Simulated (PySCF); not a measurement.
C₈H₇N, SMILES `c1ccc2[nH]ccc2c1`.

PySCF calculation, B3LYP/def2-SVP, gas phase; geometry: GFN2-xTB. No frequency check shows the geometry to be a minimum.

Geometry (Å), atoms numbered from 1:

```
C1       2.1393    0.6805    0.0000
C2       2.1121   -0.7172    0.0000
C3       0.9213   -1.4108    0.0000
C4      -0.2535   -0.6697    0.0000
N5      -1.5583   -1.0710    0.0000
C6      -2.3641    0.0348    0.0000
C7      -1.6038    1.1626    0.0000
C8      -0.2423    0.7468    0.0000
C9       0.9789    1.4206    0.0000
H10      3.0956    1.1832    0.0000
H11      3.0452   -1.2614    0.0000
H12      0.9001   -2.4912    0.0000
H13     -1.8763   -2.0249    0.0000
H14     -3.4326   -0.0692    0.0000
H15     -1.9592    2.1737    0.0000
H16      1.0067    2.5003    0.0000
```

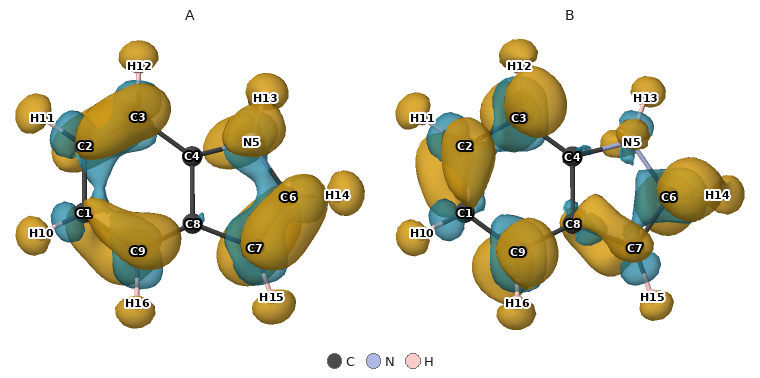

The two Fukui functions at ±0.02 e/Å³ (yellow positive, teal negative).

Question: Which panel is f⁻ (electron removed) and which f⁺ (electron added)?

Answer: A is f⁻, B is f⁺. f⁻ (Hirshfeld-condensed) is largest on C7 (0.12), C6 (0.10) and C9 (0.10); the vertical ionisation energy is 7.66 eV (the stability of the cation's solution wasn't checked). f⁺ (Hirshfeld-condensed) is largest on C6 (0.11), C3 (0.11) and C9 (0.11); the vertical electron affinity is −1.64 eV (the stability of the anion's solution wasn't checked; negative, but this basis has no diffuse functions, so it doesn't show that the anion is unbound).

Question: What chemical potential and hardness follow from the two energies?

Answer: μ = −(I + A)/2 = −3.01 eV and η = I − A = 9.29 eV.

Run time: 3.4 min on 1 thread of Arm Neoverse V2, on a shared host, peak memory 0.86 GiB.
